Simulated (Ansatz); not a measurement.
## Rb2CdSe2O6 (R-3m): a many-body input that goes wrong, and its mend

A first try at the G0W0 gap of Rb2CdSe2O6 (R-3m), what the program said, and an input that works.

Calculated with Ansatz 0.2.0; G0W0 on PBE, plane waves, PAW; PAW set soft_1.

## (1) Set-up

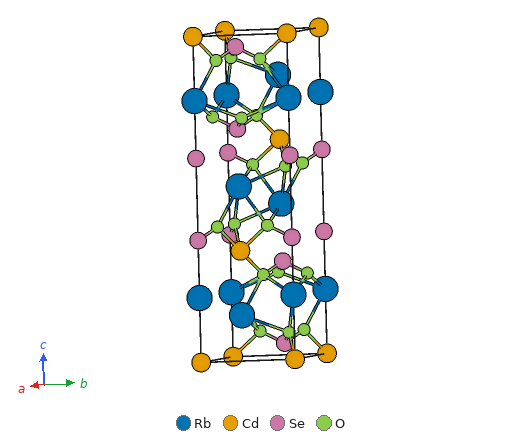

Start, viewed slightly off an axis; rubidium blue, cadmium orange, selenium pink, oxygen green. This picture shows the conventional cell, with its axes. Bonds to atoms that aren't drawn are left out. Some periodic images of atoms are drawn too.

Geometry: measured cell, ions relaxed with PBE. The runs that relaxed it are not among those shown.

## (2) First try

File input.yaml:

```yaml
crystal:
  lattice:
    - [2.87515, 1.6599686265, 6.5561666667]
    - [-2.87515, 1.6599686265, 6.5561666667]
    - [0.0, -3.3199372529, 6.5561666667]
  atoms:
    - { symbol: Rb, position: [0.8022665693, 0.8022665693, 0.8022665693] }
    - { symbol: Rb, position: [0.1977334307, 0.1977334307, 0.1977334307] }
    - { symbol: Cd, position: [0.0, 0.0, 0.0] }
    - { symbol: Se, position: [0.6258540386, 0.6258540386, 0.6258540386] }
    - { symbol: Se, position: [0.3741459614, 0.3741459614, 0.3741459614] }
    - { symbol: O, position: [0.7448088786, 0.27651698, 0.7448088786] }
    - { symbol: O, position: [0.7448088786, 0.7448088786, 0.27651698] }
    - { symbol: O, position: [0.27651698, 0.7448088786, 0.7448088786] }
    - { symbol: O, position: [0.2551911214, 0.72348302, 0.2551911214] }
    - { symbol: O, position: [0.72348302, 0.2551911214, 0.2551911214] }
    - { symbol: O, position: [0.2551911214, 0.2551911214, 0.72348302] }
kpoints:
  mp_grid: { grid: [1, 1, 1] }
hamiltonian:
  xc: pbe
  pseudopotentials: { kind: paw, azcp: { folder: soft_1 } }
scf:
  occupations: { method: fixed }
gw:
  n_empty_bands: 198
  ecut_chi: 60
  qp_bands: [v3, c3]
  qp_kpoints: band_edges
  screening: { model: contour_deformation }
```

On the command line:

```console
$ ansatz run input.yaml --threads 2 --pin off --max-ram 92160MiB --backend cuda --events-out ev --progress --plain --runs-dir out --devices 1 --max-vram 13GiB
```

Numbers of over 12 decimals in the logs are rounded to 6 here.

What it wrote:

```text
GPUs: using 1 of 1 available (devices: 1).
Engine: ansatz 0.2.0, x86_64-unknown-linux-gnu
Pseudopotentials: kind: paw
Pseudopotential: Rb, paw, valence charge 9, recommended cutoff 420 eV (normal), soft_1/Rb.paw.azcp
Pseudopotential: Cd, paw, valence charge 20, recommended cutoff 420 eV (normal), soft_1/Cd.paw.azcp
Pseudopotential: Se, paw, valence charge 16, recommended cutoff 420 eV (normal), soft_1/Se.paw.azcp
Pseudopotential: O, paw, valence charge 6, recommended cutoff 420 eV (normal), soft_1/O.paw.azcp
Functional definition: PBE
  parameter kappa = 0.804
  parameter beta = 0.066725
  exchange = pbe_x(kappa = kappa, mu = beta*pi^2/3)
  correlation = pbe_c(beta = beta)
device memory: the entry about to start is reckoned to put 1.8 GiB on a device that reports 34.0 GiB free (of which the cap on the GPU budget leaves the run 13.0 GiB)
GPU FFT provider: cuFFT
GPU libraries: cuBLAS 13.8.2, cuFFT 12.4.0, cuSOLVER 12.3.4
Crystal: 11 atoms, lattice volume = 187.742 Å³
Basis set: ecut = 420 eV, 3717 PW (Γ)
Bands: 64, of which v1, the nominal top of the filled ones, is band 53 counted from 1 (52 counted from 0)
Symmetry: 12 space group operations
Space group: R-3m (ITA 166), of the structure as read, at distance tolerance 5.7e-5 Å
k-points: 1
Non-local potential: Rb, projectors of the file, l = 0: 3, l = 1: 2, l = 2: 2
Non-local potential: Cd, projectors of the file, l = 0: 3, l = 1: 2, l = 2: 2, l = 3: 1
Non-local potential: Se, projectors of the file, l = 0: 2, l = 1: 2, l = 2: 3, l = 3: 1
Non-local potential: O, projectors of the file, l = 0: 2, l = 1: 2, l = 2: 1
PAW form: soft (Blöchl's): semilocal exchange-correlation on the pseudo side does not see the compensation charge
PAW one-centre angular grid: Rb, 110 points (default); XC on 64 Gauss nodes
PAW one-centre angular grid: Cd, 590 points (default); XC on 64 Gauss nodes
PAW one-centre angular grid: Se, 590 points (default); XC on 64 Gauss nodes
PAW one-centre angular grid: O, 110 points (default); XC on 64 Gauss nodes
Initial density: superposition of atomic densities (chi_scale 0.1, normalization cell, long waves kept (reshape's long-wave potential 0.06 eV rms))
Initial wavefunctions: pseudopotential atomic-orbital guess
GPU buffer pool allocated for 125000 grid points (all kernels)
GPU transforms: local potential and band sums: pruned to the plane-wave sphere, on 50×50×50
Functional: x = pbe(κ = 0.804, μ = 0.219515), c = pbe(β = 0.066725)
SCF iter   1: F=—  HF=-29137.751947 eV  |F-HF|=—  |Δ(HF+E_count)|=         —  Δρ=8.67e-2  dr2=2.70e1  ethr=3.10e-3  ⟨swp⟩=4.0  Hψ=202  notcnv=0  defer=7
preconditioner: auto → Resta (q_TF=auto, 2.480 Å⁻¹)  ε∞=3.9  [insulator: Δε(μ)=3.152 eV  Ē_g=13.684 eV  n_scr=46 (ndim 8)  ℏωp=23.3 eV  f_vac=0.022  ε∞_Penn≈3.9]
SCF iter   2: F=—  HF=-29130.133758 eV  |F-HF|=—  |Δ(HF+E_count)|=    7.62e0  Δρ=3.73e-2  dr2=4.67e0  ethr=3.10e-3  ⟨swp⟩=3.0  Hψ=137  notcnv=0  defer=9
SCF iter   3: F=—  HF=-29128.597975 eV  |F-HF|=—  |Δ(HF+E_count)|=    1.54e0  Δρ=1.34e-2  dr2=5.21e-1  ethr=3.10e-3  ⟨swp⟩=3.0  Hψ=118  notcnv=0  defer=5
SCF iter   4: F=—  HF=-29128.492437 eV  |F-HF|=—  |Δ(HF+E_count)|=   1.06e-1  Δρ=6.22e-3  dr2=9.82e-2  ethr=4.92e-4  ⟨swp⟩=4.0  Hψ=115  notcnv=0  defer=9
SCF iter   5: F=—  HF=-29128.481349 eV  |F-HF|=—  |Δ(HF+E_count)|=   1.11e-2  Δρ=3.38e-3  dr2=2.29e-2  ethr=9.26e-5  ⟨swp⟩=3.0  Hψ=95  notcnv=0  defer=8
SCF iter   6: F=—  HF=-29128.478044 eV  |F-HF|=—  |Δ(HF+E_count)|=   3.30e-3  Δρ=7.17e-4  dr2=1.11e-3  ethr=2.16e-5  ⟨swp⟩=3.0  Hψ=116  notcnv=0  defer=8
SCF iter   7: F=—  HF=-29128.478925 eV  |F-HF|=—  |Δ(HF+E_count)|=   8.81e-4  Δρ=2.00e-4  dr2=1.06e-4  ethr=1.05e-6  ⟨swp⟩=2.0  Hψ=126  notcnv=0  defer=8
SCF iter   8: F=—  HF=-29128.478982 eV  |F-HF|=—  |Δ(HF+E_count)|=   5.73e-5  Δρ=4.88e-5  dr2=7.23e-6  ethr=9.96e-8  ⟨swp⟩=2.0  Hψ=110  notcnv=0  defer=8
SCF iter   9: F=—  HF=-29128.478982 eV  |F-HF|=—  |Δ(HF+E_count)|=   2.41e-7  Δρ=2.99e-5  dr2=1.99e-6  ethr=6.82e-9  ⟨swp⟩=2.0  Hψ=108  notcnv=0  defer=4
SCF iter  10: F=—  HF=-29128.478984 eV  |F-HF|=—  |Δ(HF+E_count)|=   1.64e-6  Δρ=6.75e-6  dr2=1.08e-7  ethr=1.88e-9  ⟨swp⟩=2.0  Hψ=111  notcnv=0  defer=4
SCF iter  11: F=-29128.478984 eV  HF=-29128.478984 eV  |F-HF|=6.68e-9  |Δ(HF+E_count)|=   1.01e-7  Δρ=1.89e-6  dr2=6.40e-9  ethr=9.43e-11  ⟨swp⟩=12.0  Hψ=260  notcnv=0
SCF 1 converged in 11 iterations: F = -29128.478984 eV  dr2 = 6.40e-9
[...]
device memory: the entry about to start is reckoned to put 2.1 GiB on a device that reports 46.7 GiB free (of which the cap on the GPU budget leaves the run 13.0 GiB)
NSCF: frozen V_eff on 1 k-points
[...]
device memory: the entry about to start is reckoned to put 1.5 GiB on a device that reports 47.5 GiB free (of which the cap on the GPU budget leaves the run 13.0 GiB)
NSCF: frozen V_eff on 1 k-points
G₀W₀ screening: q 1/1
G₀W₀ self-energy: k 1/1
device memory: the entry about to start is reckoned to put 1.3 GiB on a device that reports 47.3 GiB free (of which the cap on the GPU budget leaves the run 13.0 GiB)
NSCF: frozen V_eff on 1 k-points
device memory: the entry about to start is reckoned to put 1.3 GiB on a device that reports 46.2 GiB free (of which the cap on the GPU budget leaves the run 13.0 GiB)
NSCF: frozen V_eff on 1 k-points
device memory: the entry about to start is reckoned to put 1.3 GiB on a device that reports 48.3 GiB free (of which the cap on the GPU budget leaves the run 13.0 GiB)
NSCF: frozen V_eff on 1 k-points
device memory: the entry about to start is reckoned to put 1.3 GiB on a device that reports 46.0 GiB free (of which the cap on the GPU budget leaves the run 13.0 GiB)
NSCF: frozen V_eff on 1 k-points
device memory: the entry about to start is reckoned to put 1.3 GiB on a device that reports 46.6 GiB free (of which the cap on the GPU budget leaves the run 13.0 GiB)
NSCF: frozen V_eff on 1 k-points
device memory: the entry about to start is reckoned to put 1.3 GiB on a device that reports 45.4 GiB free (of which the cap on the GPU budget leaves the run 13.0 GiB)
NSCF: frozen V_eff on 1 k-points
SCF converged after 11 iterations
Free energy (F): -29128.478984 eV
Harris-Foulkes:  -29128.478984 eV  (|F-HF|=6.68e-9)
Internal energy: -29128.478984 eV  (E = F + TS)
E sigma→0 (E₀):  -29128.478984 eV
Fermi energy:    5.732746 eV
--- Per-component energies (eV) ---
  E_band       = -1527.219493
  E_kinetic    = 2039.097235
  E_local      = -14109.038662  (includes V_loc(G=0)·N_el)
  E_nonlocal   = 110.934050
  E_hartree    = 6446.864589
  E_xc         = -1004.443132
  E_vxc        = -1183.422943  (∫ρ·V_xc dr)
  E_paw        = -14583.916175  (= ΣΔE_a)
  E_vpaw       = -1278.519750  (= ΣTr[D̂ρ^β])
  E_aug_tail   = 0.004350  (compensation charges beyond the density's cutoff)
  E_ewald      = -8027.981240
  E_smearing   = -0.000000  (= −TS)
  E_closure    = 0.000000  (closes the sum)
  Σ components = -29128.478984   (vs F -29128.478984, Δ=0.00e0)
--- Band table (eV) ---
  k-point 0: bands = [... 49 lower, 5.5734, 5.6113, 5.6113, 5.7327, 9.4575, 10.4294, 10.4294, 11.0470, ... 7 higher]
--- G₀W₀: contour deformation, 6 samples at zero and on the imaginary axis and 1 off it, 1 q-point, 198 empty bands' worth ---
  eigenvalues of the whole cell's RPA ε∞ on this k-mesh (on a slab, of 1 + 4πα/V) = 2.6933, 5.2545, 5.2545; static W/v taken at q = 0 is 0.214417
  bands read: the sum over 251 bands ends inside a degenerate multiplet in 1 slot, whose members it reads at an even weight; the widest, k=0: bands 251 to 252 (counted from 1) at 1/2 each
  gw.qp_kpoints: band_edges: 1 of 1 stored k-point solved, in 1 pass; an edge of the gap read off the rows below is read off those points alone
    ik  band        ε_KS         Σx   Σc(E_QP)       V_xc       Z   E_QP_lin       E_QP  E_QP is
     0    51      5.6113   -28.2744     5.4485   -22.2513  0.7387     5.0301     5.0367  root
     0    52      5.6113   -28.2744     5.4485   -22.2513  0.7387     5.0301     5.0367  root
     0    53      5.7327   -26.8888     5.7221   -20.5991  0.7268     5.1584     5.1652  root
     0    54      9.4575    -9.1199    -4.7322   -14.9077  0.7935    10.5321    10.5130  root
     0    55     10.4294   -10.5416    -3.7974   -15.3968  0.7774    11.5057    11.4872  root
     0    56     10.4294   -10.5416    -3.7974   -15.3968  0.7774    11.5057    11.4872  root
```

Wall time 12 s (1 × NVIDIA H100 80GB HBM3 (shared by 6 runs) with 2 threads of AMD EPYC 7R13 (Zen 3), shared host); peak memory 1.1 GiB; 5.2 s of CPU time.

The column dr2 measures how far the density is from self-consistency, as an energy; F and HF (Harris–Foulkes) agree once it is small.

**Diagnosis.**

The run ended normally, though the input holds a fault or crude settings.

The fault: one k-point. One point can't sample the density or the screening of a small cell, and the band edges may lie elsewhere in the zone.

It printed a gap of 5.35 eV, which is an artefact of the settings.

## (3) A better input

G0W0 replaces the xc potential by the self-energy, built once from these orbitals. Only a window of levels is corrected, while the sums run over the empty bands that the input names. This step takes PAW set soft_1 files.

Edit input.yaml of step 2 so:

```diff
@@ -18,3 +18,3 @@
 kpoints:
-  mp_grid: { grid: [1, 1, 1] }
+  mp_grid: { grid: [2, 2, 2] }
 hamiltonian:
@@ -25,4 +25,4 @@
 gw:
-  n_empty_bands: 198
-  ecut_chi: 60
+  n_empty_bands: 150
+  ecut_chi: 50
   qp_bands: [v3, c3]
```

What it wrote:

```text
GPUs: using 1 of 1 available (devices: 1).
[...]
GPU FFT provider: cuFFT
GPU libraries: cuBLAS 13.8.2, cuFFT 12.4.0, cuSOLVER 12.3.4
Crystal: 11 atoms, lattice volume = 187.742 Å³
Basis set: ecut = 420 eV, 3717 PW (Γ)
Bands: 64, of which v1, the nominal top of the filled ones, is band 53 counted from 1 (52 counted from 0)
[... 1 set-up line as in the run before ...]
[...]
k-points: 4 of 8
[...]
GPU buffer pool allocated for 125000 grid points (all kernels)
[...]
SCF iter   1: F=—  HF=-29140.343493 eV  |F-HF|=—  |Δ(HF+E_count)|=         —  Δρ=8.32e-2  dr2=2.59e1  ethr=3.10e-3  ⟨swp⟩=4.8  Hψ=822  notcnv=0  defer=27
[...]
SCF iter  11: F=-29131.052131 eV  HF=-29131.052131 eV  |F-HF|=7.96e-9  |Δ(HF+E_count)|=   2.10e-7  Δρ=1.97e-6  dr2=7.74e-9  ethr=9.43e-11  ⟨swp⟩=11.5  Hψ=1098  notcnv=0
SCF 1 converged in 11 iterations: F = -29131.052131 eV  dr2 = 7.74e-9
[...]
0    51      5.4249   -27.8315     4.7112   -22.4881  0.7655     4.7867     4.7928  root
     0    52      5.4249   -27.8315     4.7112   -22.4881  0.7655     4.7867     4.7928  root
     0    53      5.4818   -26.4157     5.1164   -20.6302  0.7515     4.8052     4.8127  root
     0    54      9.4926    -9.8562    -3.7471   -14.9272  0.8328    10.8341    10.8165  root
     0    55     10.3183   -10.9162    -3.0178   -15.3999  0.8120    11.8078    11.7842  root
     0    56     10.3183   -10.9162    -3.0178   -15.3999  0.8120    11.8078    11.7842  root
     1    51      5.2936   -23.0815     3.7270   -18.6583  0.7758     4.5905     4.5975  root
     1    52      5.4511   -27.6867     4.7678   -22.2943  0.7637     4.8206     4.8265  root
[...]
3    53      5.4582   -23.7000     3.6980   -19.3866  0.7769     4.8376     4.8428  root
     3    54      9.7724   -10.7455    -3.8192   -16.0836  0.8267    11.3161    11.2912  root
     3    55     10.3448   -10.2359    -3.5705   -15.2108  0.8272    11.7702    11.7491  root
     3    56     10.3999   -10.9143    -3.0944   -15.5027  0.8107    11.9192    11.8939  root
[key lines of the parts left out:]
SCF converged after 11 iterations
Free energy (F): -29131.052131 eV
Fermi energy:    5.601621 eV
```

Elapsed: 9.9 s, on 1 × NVIDIA H100 80GB HBM3 (shared by 6 runs) with 2 threads; peak memory 1.2 GiB.

Numbers from this step:

```yaml
bands_summed: 203
rpa_eps_infinity_on_this_mesh_eigenvalues: 2.680, 3.551, 3.551
plane_waves_in_the_screening_matrix: 163
q_points_in_the_mesh: 8
g0w0_gap_on_the_mesh: 5.849 eV
k_of_the_valence_top: 0, 0, -0.5
k_of_the_conduction_bottom: 0, 0, 0
starting_gap_on_the_mesh: 3.891 eV
z_at_the_valence_top: 0.7727
z_at_the_conduction_bottom: 0.8328
least_direct_g0w0_gap_on_the_computed_points: 6.004 eV
```

The gap on the mesh goes from 3.89 eV to 5.85 eV, a correction of +1.96 eV. Between the two edge states, bare exchange in place of the xc potential would open the gap by 9.63 eV, and correlation takes back 7.67 eV.

## (4) Summary of results

```json
{
  "first try": "converged after 12 s",
  "better run": "G0W0 gap on the mesh 5.85 eV (2×2×2 mesh, 150 empty bands, screening to 50 eV, PAW set soft_1 files)"
}
```

In words: The second run differs in: mesh, empty bands and screening cutoff (eV). Bands and cutoff are finite, so the gap is not at the basis limit. The miss can reach some tenths of an eV and take either sign; the mesh is an error of its own. The 2×2×2 mesh is coarse for this cell (its supercell is 15 Å along the shortest edge). The RPA ε∞ on it, from the PBE start, is 2.68 and 3.55; such meshes misread the long-range screening, most where the gap is narrow. The many-body steps are scalar-relativistic: spin-orbit coupling is not in them.

[Paths, hosts, dates, memory and timing lines, banners, echoed tables and standing remarks are left out of the program output.]

[Logs are printed without paths, hosts, clocks, repeated set-up lines and the standing remarks that a program may print on its own settings, such as how far it seeks lower states.]

[Runs of the session that timed out or met a known fault of the program may be left out.]

[Cells called generated may have been cut or substituted from an entry of the Crystallography Open Database or the Materials Project.]

[Hosts, paths, dates, database ids (printed as entryN), source tags and the programs' standing remarks are cut or masked in the printed files.]
